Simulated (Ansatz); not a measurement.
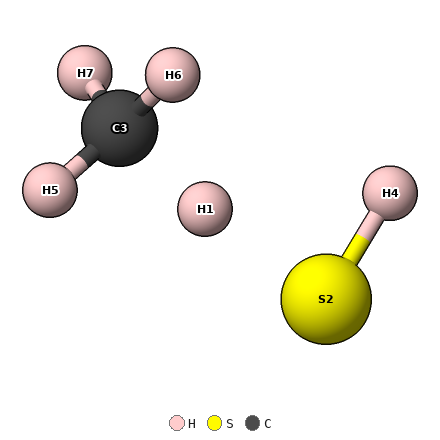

The system is the reacting system CH5S (fragments H₂S + CH₃ where the first distance is long, CH₄ + HS where the second is long), spin multiplicity 2; the picture shows the reference structure. The first coordinate is: distance H1–C3 (bond that forms); the second: distance H1–S2 (bond that breaks). Relaxed at each point: all other coordinates. The grid has 8 × 8 points. Points are written as (first, second). Energies: kcal/mol, counted from a guessed transition structure relaxed with its forming and breaking bonds held. In part of the range the unrestricted reference is strongly spin-contaminated. The calculation used UKS r2SCAN-D4/def2-SVP (Ansatz).

Its coordinates:

```xyz
7

H    -0.0828   -0.4704   -0.1036
S     0.5829   -2.1285    0.0722
C    -0.4778    0.8570   -0.1595
H     1.6576   -1.6106    0.7084
H    -1.4875    0.8094   -0.5808
H    -0.4469    1.2041    0.8785
H     0.2545    1.3392   -0.8153
```

Range: distance H1–C3 (bond that forms) from 0.963 to 2.763 Å; distance H1–S2 (bond that breaks) from 1.224 to 2.724 Å.

**What will the energy surface look like?**

The lowest grid point is at (1.121 Å, 2.724 Å), −14 kcal/mol from a guessed transition structure relaxed with its forming and breaking bonds held. It lies in a valley that leaves the map towards separated partners. Other grid points that lie below all their neighbours: (2.448 Å, 1.356 Å) (15 kcal/mol higher). The highest grid point, (2.763 Å, 2.724 Å), lies 96 kcal/mol above the lowest. On the interpolated surface the lowest path from the side where the first distance is long, (2.763 Å, 1.356 Å), to the side where the second distance is long, (1.121 Å, 2.724 Å), has its top at about (1.68 Å, 1.43 Å), about 0.75 kcal/mol above the start and 16 kcal/mol above the end.

```tsv
second ↓, first →	0.963	1.121	1.339	1.587	1.857	2.145	2.448	2.763
2.724	−4	−14	0	25	50	68	77	83
2.461	−3	−13	0	24	47	63	71	76
2.209	−2	−12	−1	21	41	54	61	64
1.969	1	−11	−2	16	31	39	44	46
1.744	8	−7	−3	9	18	22	25	26
1.537	22	2	−1	3	6	7	8	9
1.356	47	20	8	4	2	1	1	1
1.224	81	47	27	16	11	8	8	7
```

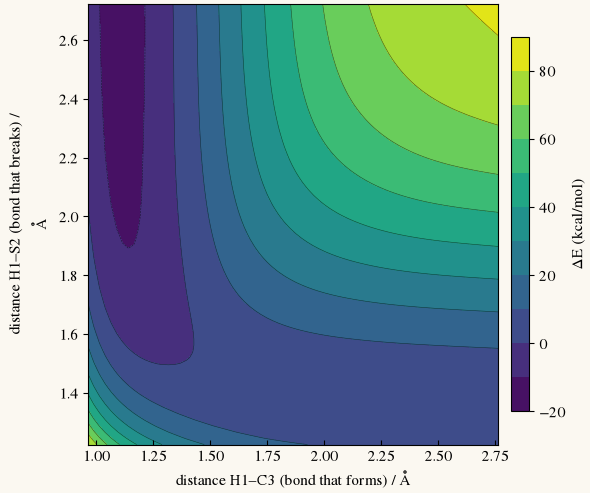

Drawn: filled contours. Between grid points the surface is interpolated.

The whole map (64 points run) took 35 min on 1 thread of Arm Neoverse V2, with other jobs on the host.
